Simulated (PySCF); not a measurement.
# C₁₀H₁₄Si: NMR shifts at several levels of theory, part 2 of 2

PySCF 2.14.0. Atoms count from 0.

## (5) Nuclear shieldings: wB97X-D/pcSseg-1

What the job is given:

```
{"job": {"kind": "nmr", "xc": "wB97X-D", "basis": "pcSseg-1", "pop": false}, "charge": 0, "multiplicity": 1}
C     -1.600527     1.394846     1.639941
Si    -1.147190     0.096507     0.362640
C      0.693810     0.152814    -0.017741
C      1.552040     1.094576     0.569416
C      2.912547     1.120875     0.263482
C      3.441236     0.200659    -0.639594
C      2.605855    -0.745069    -1.234519
C      1.248176    -0.765484    -0.924582
C     -1.958051    -1.596120     0.656300
C     -3.091251    -1.128084    -0.295671
C     -2.363549    -0.012473    -1.092373
H     -2.679553     1.358293     1.853190
H     -1.062396     1.230605     2.586844
H     -1.361900     2.408854     1.281929
H      1.155845     1.824848     1.280785
H      3.563223     1.863384     0.732336
H      4.506972     0.219444    -0.880881
H      3.016146    -1.469175    -1.942908
H      0.607897    -1.514642    -1.401265
H     -2.263531    -1.925822     1.659971
H     -1.360965    -2.402859     0.199864
H     -3.536012    -1.925650    -0.914670
H     -3.915219    -0.690451     0.291891
H     -1.866890    -0.420476    -1.988237
H     -2.973961     0.847739    -1.403489
```

With the program's defaults for keys left out, this is: GIAO wB97X-D/pcSseg-1 NMR shielding, non-relativistic, gas phase.

What it wrote:

```text
coarse grid: 21168 points
cycle   1  E = -678.6731931470  dE =  1.900e+00  |g| = 3.891e-01  |ddm| = 4.668e+00
cycle   2  E = -678.7032109387  dE = -3.002e-02  |g| = 2.601e-01  |ddm| = 7.506e-01
cycle   3  E = -678.7197594834  dE = -1.655e-02  |g| = 3.839e-02  |ddm| = 2.350e-01
cycle   4  E = -678.7201917420  dE = -4.323e-04  |g| = 1.513e-02  |ddm| = 8.323e-02
cycle   5  E = -678.7202492014  dE = -5.746e-05  |g| = 2.901e-03  |ddm| = 1.896e-02
cycle   6  E = -678.7202516779  dE = -2.477e-06  |g| = 1.256e-03  |ddm| = 4.967e-03
final grid: 199216 points
cycle   7  E = -678.7941050756  dE = -2.988e-04  |g| = 4.770e-03  |ddm| = 6.421e-02
cycle   8  E = -678.7941102932  dE = -5.218e-06  |g| = 2.799e-03  |ddm| = 1.093e-02
cycle   9  E = -678.7941119128  dE = -1.620e-06  |g| = 9.719e-04  |ddm| = 3.060e-03
cycle  10  E = -678.7941121736  dE = -2.608e-07  |g| = 3.856e-04  |ddm| = 1.675e-03
cycle  11  E = -678.7941122136  dE = -3.997e-08  |g| = 7.740e-05  |ddm| = 4.990e-04
cycle  12  E = -678.7941122158  dE = -2.198e-09  |g| = 2.116e-05  |ddm| = 1.541e-04
cycle  13  E = -678.7941122160  dE = -2.146e-10  |g| = 8.024e-06  |ddm| = 6.084e-05
converged SCF energy = -678.7941122160

GIAO shielding tensors (ppm)
atom      isotropic    diamagn.    paramagn.     s11        s22        s33       span
  0 C      190.320     256.289     -65.969    186.880    189.535    194.546      7.666
  1 Si     340.515     882.461    -541.947    321.674    338.867    361.004     39.329
  2 C       41.190     262.305    -221.115    -50.655    -16.086    190.311    240.966
  3 C       44.702     253.537    -208.835    -72.981     33.811    173.275    246.255
  4 C       50.384     254.362    -203.978    -64.282     39.999    175.436    239.718
  5 C       47.930     255.545    -207.615    -65.559     33.430    175.918    241.477
  6 C       50.017     254.234    -204.217    -65.433     39.981    175.502    240.936
  7 C       42.240     255.070    -212.829    -77.740     30.035    174.426    252.165
  8 C      168.678     257.913     -89.234    148.073    174.473    183.488     35.415
  9 C      164.966     252.225     -87.258    153.492    166.089    175.317     21.825
 10 C      168.093     257.812     -89.719    148.006    173.840    182.435     34.429
 11 H       30.715      29.921       0.794     25.303     29.346     37.495     12.191
 12 H       30.817      31.891      -1.074     26.482     28.343     37.626     11.143
 13 H       30.778      31.959      -1.181     26.320     28.420     37.594     11.274
 14 H       23.847      34.118     -10.270     18.771     22.452     30.319     11.548
 15 H       23.953      29.436      -5.483     20.314     24.358     27.187      6.873
 16 H       23.897      27.980      -4.083     20.473     24.609     26.609      6.136
 17 H       23.831      30.020      -6.189     20.186     24.164     27.142      6.957
 18 H       23.524      34.633     -11.110     19.068     21.749     29.755     10.687
 19 H       30.348      32.095      -1.746     26.716     26.962     37.367     10.650
 20 H       29.979      34.015      -4.035     26.644     28.480     34.814      8.170
 21 H       29.118      28.814       0.303     24.585     25.920     36.848     12.264
 22 H       29.501      30.120      -0.618     26.543     26.819     35.142      8.599
 23 H       30.039      33.974      -3.935     26.796     28.555     34.766      7.970
 24 H       30.348      32.111      -1.763     26.783     26.936     37.325     10.541
```

Run time: 72 s. Hardware: 8 threads of Intel Xeon at 2.70GHz, shared host.

This run: δ C2 143.3, C3 141.1, C5 136.6, C4 134.3, H14 7.69, H15 7.49 ppm (means over like atoms).

## (6) NMR shieldings: KT2/pcSseg-1

Same as in step 5 but for these lines:

```diff
@@ -1,2 +1,2 @@
-{"job": {"kind": "nmr", "xc": "wB97X-D", "basis": "pcSseg-1", "pop": false}, "charge": 0, "multiplicity": 1}
+{"job": {"kind": "nmr", "xc": "KT2", "basis": "pcSseg-1", "pop": false}, "charge": 0, "multiplicity": 1}
 C     -1.600527     1.394846     1.639941
```

Method: GIAO KT2/pcSseg-1 NMR shielding, non-relativistic, gas phase.

What it wrote:

```text
coarse grid: 21168 points
cycle   1  E = -688.2995297729  dE =  1.138e+00  |g| = 7.208e-01  |ddm| = 4.857e+00
cycle   2  E = -688.1209080185  dE =  1.786e-01  |g| = 1.077e+00  |ddm| = 1.922e+00
cycle   3  E = -688.4479623184  dE = -3.271e-01  |g| = 1.102e-01  |ddm| = 1.243e+00
cycle   4  E = -688.4504613696  dE = -2.499e-03  |g| = 5.517e-02  |ddm| = 1.894e-01
cycle   5  E = -688.4512348158  dE = -7.734e-04  |g| = 1.908e-02  |ddm| = 7.693e-02
cycle   6  E = -688.4513190522  dE = -8.424e-05  |g| = 9.570e-03  |ddm| = 3.160e-02
cycle   7  E = -688.4513456209  dE = -2.657e-05  |g| = 1.058e-03  |ddm| = 1.107e-02
cycle   8  E = -688.4513458400  dE = -2.191e-07  |g| = 4.985e-04  |ddm| = 1.666e-03
final grid: 199216 points
cycle   9  E = -688.4727203896  dE = -3.132e-04  |g| = 2.206e-02  |ddm| = 1.465e-01
cycle  10  E = -688.4726027646  dE =  1.176e-04  |g| = 2.946e-02  |ddm| = 4.792e-02
cycle  11  E = -688.4728267811  dE = -2.240e-04  |g| = 3.314e-03  |ddm| = 3.199e-02
cycle  12  E = -688.4728290791  dE = -2.298e-06  |g| = 1.341e-03  |ddm| = 4.780e-03
cycle  13  E = -688.4728295694  dE = -4.902e-07  |g| = 2.455e-04  |ddm| = 1.677e-03
cycle  14  E = -688.4728295781  dE = -8.792e-09  |g| = 1.766e-04  |ddm| = 4.702e-04
cycle  15  E = -688.4728295876  dE = -9.457e-09  |g| = 2.273e-05  |ddm| = 2.103e-04
cycle  16  E = -688.4728295877  dE = -1.264e-10  |g| = 8.544e-06  |ddm| = 3.581e-05
converged SCF energy = -688.4728295877

GIAO shielding tensors (ppm)
atom      isotropic    diamagn.    paramagn.     s11        s22        s33       span
  0 C      189.485     255.907     -66.422    184.751    189.170    194.532      9.781
  1 Si     347.578     886.563    -538.986    328.567    354.001    360.165     31.598
  2 C       50.454     261.526    -211.072    -29.440     -2.548    183.350    212.790
  3 C       56.336     253.419    -197.083    -47.609     48.048    168.570    216.180
  4 C       60.554     253.547    -192.994    -42.076     53.257    170.481    212.557
  5 C       58.732     254.766    -196.034    -42.579     47.666    171.111    213.690
  6 C       60.098     253.574    -193.475    -43.520     53.267    170.548    214.068
  7 C       53.629     254.962    -201.333    -52.870     43.981    169.776    222.646
  8 C      164.177     258.140     -93.963    141.475    169.927    181.130     39.654
  9 C      159.607     253.949     -94.342    143.988    162.556    172.277     28.290
 10 C      163.488     258.029     -94.541    141.424    169.112    179.929     38.505
 11 H       30.509      29.844       0.664     25.330     29.133     37.062     11.731
 12 H       30.652      31.725      -1.074     26.362     28.279     37.314     10.951
 13 H       30.611      31.783      -1.171     26.202     28.357     37.274     11.072
 14 H       24.011      34.362     -10.352     18.912     23.082     30.038     11.126
 15 H       24.085      29.513      -5.428     20.489     24.860     26.908      6.419
 16 H       24.043      28.064      -4.021     20.643     25.166     26.320      5.677
 17 H       23.944      30.105      -6.162     20.345     24.640     26.846      6.502
 18 H       23.609      34.862     -11.253     19.190     22.307     29.331     10.141
 19 H       29.935      32.016      -2.081     26.526     26.706     36.573     10.047
 20 H       29.598      33.906      -4.308     26.525     28.369     33.901      7.377
 21 H       28.713      28.636       0.076     24.183     25.786     36.169     11.987
 22 H       29.060      30.297      -1.237     26.473     26.515     34.192      7.718
 23 H       29.655      33.865      -4.210     26.673     28.427     33.865      7.191
 24 H       29.928      32.032      -2.104     26.601     26.673     36.509      9.908
```

It took 46 s on 8 threads of Intel Xeon at 2.70GHz, shared host.

This run: δ C2 132.8, C3 128.2, C5 124.5, C4 122.9, H14 7.37, H15 7.16 ppm (means over like atoms).

## (7) Shielding tensors: HF/pcSseg-1

Same as in step 6 but for these lines:

```diff
@@ -1,2 +1,2 @@
-{"job": {"kind": "nmr", "xc": "KT2", "basis": "pcSseg-1", "pop": false}, "charge": 0, "multiplicity": 1}
+{"job": {"kind": "nmr", "xc": "HF", "basis": "pcSseg-1", "pop": false}, "charge": 0, "multiplicity": 1}
 C     -1.600527     1.394846     1.639941
```

Level: GIAO HF/pcSseg-1 NMR shielding, non-relativistic, gas phase.

What it wrote:

```text
final grid: 199216 points
cycle   1  E = -675.5616848554  dE =  2.771e+00  |g| = 5.326e-01  |ddm| = 4.552e+00
cycle   2  E = -675.6703886047  dE = -1.087e-01  |g| = 1.468e-01  |ddm| = 8.888e-01
cycle   3  E = -675.6789437805  dE = -8.555e-03  |g| = 4.832e-02  |ddm| = 3.459e-01
cycle   4  E = -675.6796097546  dE = -6.660e-04  |g| = 9.061e-03  |ddm| = 5.708e-02
cycle   5  E = -675.6796354787  dE = -2.572e-05  |g| = 3.099e-03  |ddm| = 1.508e-02
cycle   6  E = -675.6796389173  dE = -3.439e-06  |g| = 1.058e-03  |ddm| = 4.594e-03
cycle   7  E = -675.6796393410  dE = -4.238e-07  |g| = 1.987e-04  |ddm| = 1.631e-03
cycle   8  E = -675.6796393759  dE = -3.487e-08  |g| = 6.913e-05  |ddm| = 5.871e-04
cycle   9  E = -675.6796393806  dE = -4.727e-09  |g| = 3.221e-05  |ddm| = 1.556e-04
cycle  10  E = -675.6796393823  dE = -1.644e-09  |g| = 1.607e-05  |ddm| = 9.339e-05
cycle  11  E = -675.6796393828  dE = -5.309e-10  |g| = 4.992e-06  |ddm| = 6.954e-05
converged SCF energy = -675.6796393828

GIAO shielding tensors (ppm)
atom      isotropic    diamagn.    paramagn.     s11        s22        s33       span
  0 C      195.643     255.505     -59.862    192.675    195.083    199.171      6.496
  1 Si     381.871     877.403    -495.532    368.042    379.894    397.678     29.637
  2 C       47.676     263.006    -215.331    -49.009    -10.251    202.288    251.298
  3 C       48.939     253.247    -204.308    -77.894     41.900    182.811    260.705
  4 C       56.397     255.608    -199.211    -64.175     49.163    184.202    248.377
  5 C       52.208     256.971    -204.763    -68.225     40.406    184.444    252.669
  6 C       55.955     255.297    -199.342    -65.336     49.016    184.185    249.521
  7 C       46.249     254.600    -208.351    -82.834     38.060    183.521    266.355
  8 C      177.193     256.838     -79.645    157.933    182.737    190.910     32.977
  9 C      174.417     249.402     -74.985    165.648    175.020    182.582     16.935
 10 C      176.692     256.798     -80.105    157.917    182.195    189.966     32.048
 11 H       31.036      30.128       0.908     25.275     29.504     38.330     13.055
 12 H       31.098      32.041      -0.943     26.536     28.527     38.230     11.694
 13 H       31.063      32.117      -1.054     26.374     28.609     38.205     11.831
 14 H       24.066      33.939      -9.872     18.482     23.202     30.514     12.032
 15 H       24.224      29.748      -5.524     20.000     25.300     27.372      7.371
 16 H       24.100      28.364      -4.263     20.151     25.437     26.712      6.561
 17 H       24.104      30.310      -6.207     19.871     25.087     27.352      7.481
 18 H       23.792      34.417     -10.625     18.787     22.536     30.053     11.266
 19 H       30.777      32.444      -1.667     26.877     27.133     38.320     11.443
 20 H       30.461      34.033      -3.572     26.730     28.785     35.868      9.138
 21 H       29.515      29.193       0.322     24.724     26.002     37.819     13.094
 22 H       30.002      30.175      -0.173     26.693     26.997     36.317      9.624
 23 H       30.522      34.004      -3.482     26.883     28.863     35.820      8.938
 24 H       30.781      32.466      -1.685     26.942     27.110     38.292     11.350
```

Run time: 39 s. Hardware: 8 threads of Intel Xeon at 2.70GHz, shared host.

Key values: δ C3 143.3, C2 143.2, C5 138.6, C4 134.7, H14 7.76, H16 7.59 ppm (means over like atoms).

## (8) Side by side: NMR shifts

Shifts (ppm) of some atoms, chosen among heavy atoms and hydrogens apart, means over like atoms, with basis size and wall time:

```csv
run,C2,C3,C5,C4,C9,H16,H22,functions,time
PBE0/pcSseg-1,142.8,139.8,135.4,133.3,20.5,7.46,1.97,264,61 s
PBE/pcSseg-1,141.4,136.8,132.6,131.0,22.6,7.33,2.08,264,48 s
wB97X-D/pcSseg-1,143.3,141.1,136.6,134.3,19.6,7.48,1.88,264,72 s
KT2/pcSseg-1,132.8,128.2,124.5,122.9,23.6,7.14,2.12,264,46 s
HF/pcSseg-1,143.2,143.3,138.6,134.7,16.4,7.59,1.68,264,39 s
```

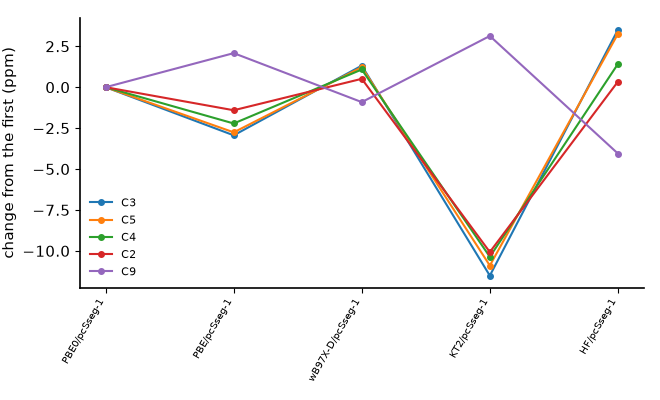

How five of the tabulated atoms move from run to run.

## (9) What came out

This closing draws on all 2 parts.

```
                                                               quantity                                               value
                                   rotational constants (main isotopes)                                2.02, 0.60, 0.51 GHz
¹³C shifts against TMS (PBE0/pcSseg-1, means over atoms taken as alike)    142.8, 139.8, 135.4, 133.3, 20.5, 16.9, -6.0 ppm
 ¹H shifts against TMS (PBE0/pcSseg-1, means over atoms taken as alike)  7.69, 7.48, 7.46, 2.33, 1.97, 1.43, 1.08, 0.61 ppm
                                ²⁹Si shifts against TMS (PBE0/pcSseg-1)                                            12.0 ppm
                                               range of the shift of C3                                  128.2 to 143.3 ppm
```

**Reading.** Single values in the summary come from the first run of each kind that ended normally (PBE0/pcSseg-1), which need not be the best level. Over 13 steps the energy fell by 0.152 eV; of the close pairs, C0–Si1 changed most, 1.901 to 1.877 Å. NICS(1)zz of -28 ppm above the planar ring from C2 marks a diatropic (aromatic) ring current. Across the 5 runs the shift of C3 (with its like atoms) moves most, between 128.2 (KT2/pcSseg-1) and 143.3 ppm (HF/pcSseg-1). Part of that comes from the computed reference.
